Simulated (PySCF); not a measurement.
## EPR calculation of C4H12PSi2

- system: C4H12PSi2, multiplicity 2
- method: UKS B3LYP, pcH-1 on C H P Si, non-relativistic, mean-field spin-orbit, GIAO (PySCF 2.14.0)

It belongs to a series of runs on one base structure; here: H removed from Si.

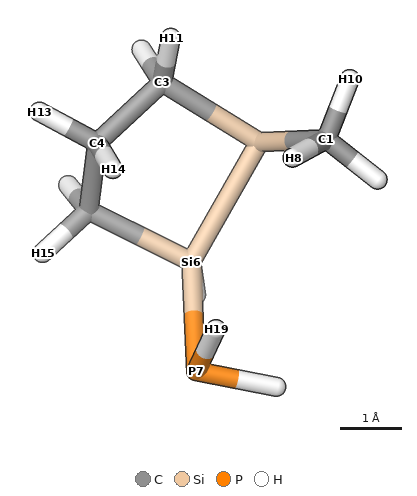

The structure as given in the input (stick view, seen at a tilt; atoms are numbered from 1 in the order of the input). Bond lengths as drawn: C–C 1.53 Å, C–H 1.09 to 1.10 Å, C–Si 1.92 to 1.93 Å, H–P 1.38 Å, H–Si 1.47 Å, P–Si 2.26 Å and Si–Si 2.33 Å.

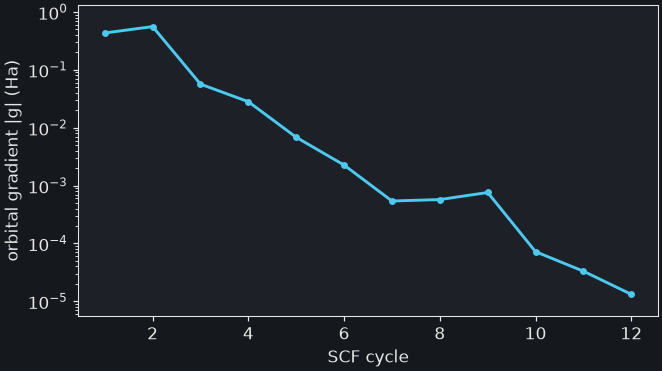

Convergence of the self-consistent field: orbital gradient |g| against the SCF cycle. All cycles printed in the log are drawn one after another.

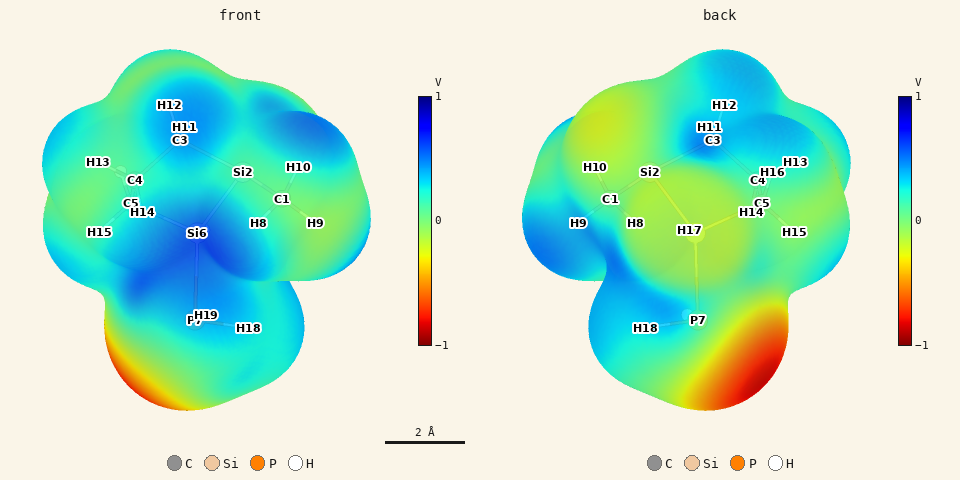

The electrostatic potential painted on the density surface at 0.001 e/bohr³, seen at a tilt and from behind; red is negative and blue positive.

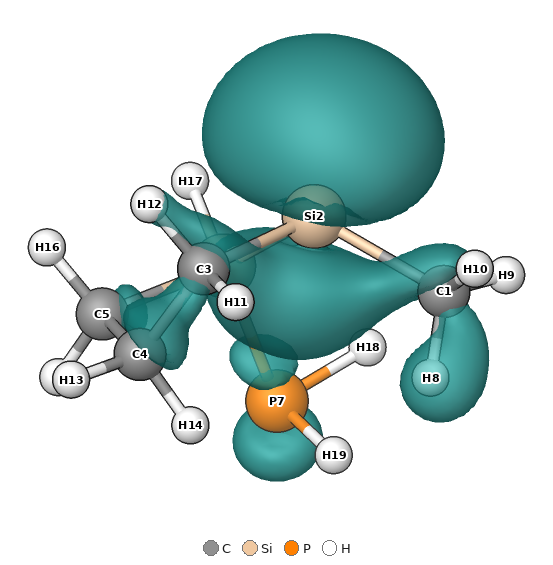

Isosurfaces of the spin density at +0.01 (teal) and −0.01 e/Å³ (pink), seen from the side. The unpaired spin (1 electron) lies mostly on Si2 (about 0.7), in electrons by Hirshfeld's partition.

The input and output of the run follow.

Input file
```
{"job": {"kind": "epr", "basis": "pcH-1"}, "charge": 0, "multiplicity": 2}
C      0.067792     2.570005    -0.295703
Si    -0.288496     0.907047    -1.184688
C     -1.804843     0.091533    -0.310996
C     -1.272621    -0.926459     0.699347
C     -0.275518    -1.886449     0.054618
Si     1.141074    -0.877569    -0.753761
P      2.852688    -0.771937     0.711952
H      0.139583     2.425301     0.781129
H      1.003304     3.005035    -0.634927
H     -0.716811     3.299337    -0.475921
H     -2.443518     0.816641     0.194604
H     -2.431537    -0.429697    -1.036402
H     -2.105353    -1.488956     1.134392
H     -0.778832    -0.397983     1.521998
H      0.096154    -2.588271     0.801697
H     -0.784763    -2.473386    -0.710505
H      1.688646    -1.628966    -1.897949
H      3.584811     0.102865    -0.070078
H      2.318435     0.261158     1.463729
```

The first line tells a small driver script what to run in PySCF; the rest is the geometry in Å.

Launched with:
```bash
OMP_NUM_THREADS=1 python <driver script> task.json out
```

The program's output
```
UKS, coarse grid
  cycle   1  E = -1079.92658592  |g| = 4.33e-01
  cycle   2  E = -1079.84992084  |g| = 5.58e-01
  cycle   3  E = -1080.01518040  |g| = 5.65e-02
  cycle   4  E = -1080.01663004  |g| = 2.81e-02
  cycle   5  E = -1080.01705408  |g| = 6.82e-03
  cycle   6  E = -1080.01707945  |g| = 2.26e-03
  cycle   7  E = -1080.01708423  |g| = 5.41e-04
UKS, final grid
  cycle   1  E = -1080.01708218  |g| = 5.73e-04
  cycle   2  E = -1080.01708208  |g| = 7.59e-04
  cycle   3  E = -1080.01708239  |g| = 7.20e-05
  cycle   4  E = -1080.01708239  |g| = 3.31e-05
  cycle   5  E = -1080.01708239  |g| = 1.32e-05
E = -1080.01708239 Eh   <S^2> = 0.7523 (exact 0.7500)
g shifts (ppm)      1          2          3
  rmc          -143       -143       -143
  gc             -2         65         65
  oz_so        -121       2130       2969
  total        -266       2052       2892
hyperfine (MHz)  atom isotope    a_iso     a_fc   dipolar eigenvalues
    0   13C      19.58      19.54     -3.72     -3.27      6.99
    1  29Si    -425.48    -426.37   -163.51     81.11     82.39
    2   13C      15.92      15.88     -3.64     -2.84      6.48
    3   13C      27.42      27.43     -1.83     -1.47      3.31
    4   13C      13.27      13.26     -1.46     -1.02      2.47
    5  29Si     -62.74     -62.81    -15.22      6.52      8.70
    6   31P      -9.08      -8.87    -19.28    -17.15     36.43
    7    1H      57.68      57.68     -3.81      0.19      3.62
    8    1H      -0.56      -0.57     -3.67     -2.17      5.83
    9    1H       8.53       8.53     -4.08     -2.50      6.58
   10    1H       2.06       2.05     -3.12     -1.39      4.51
   11    1H      16.19      16.19     -4.11     -2.67      6.78
   12    1H      12.30      12.30     -1.58     -0.79      2.36
   13    1H      -0.90      -0.89     -2.37     -1.21      3.57
   14    1H       0.06       0.06     -1.46     -0.61      2.07
   15    1H       1.12       1.12     -1.67     -0.77      2.43
   16    1H      -3.19      -3.19     -1.99     -1.37      3.36
   17    1H      -0.26      -0.27     -1.69     -0.10      1.79
   18    1H       2.97       2.97     -1.90     -0.22      2.12
```

Results in brief

```csv
quantity,value
outcome,converged
total energy,−1080.017082 hartree
⟨S²⟩,0.752
isotropic g,2.0039
hardware,"1 CPU thread, shared host"
wall time,2.1 min
peak memory,1.1 GiB
```
